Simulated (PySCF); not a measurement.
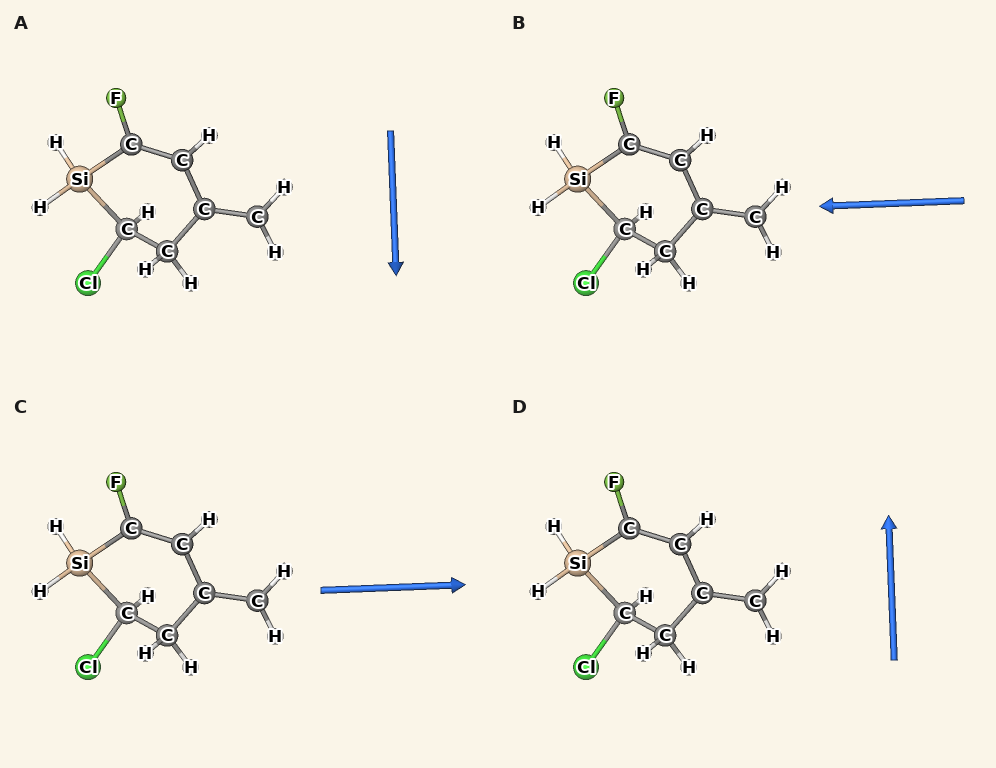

The same molecule four times, each with an arrow. The computed structure is the end point of a GFN2-xTB optimisation. No frequency run is at hand to confirm it as a minimum. Properties computed with PBE0/pcSseg-1, gas phase (PySCF 2.14.0).

**Which arrow points along the dipole moment, from the negative to the positive end?**

C. The dipole moment is 1.41 D.

The geometry is semi-empirical. Around Si such bond lengths and angles can be off by a tenth of an ångström or more and by several degrees, and values that hang on the shape move with them.
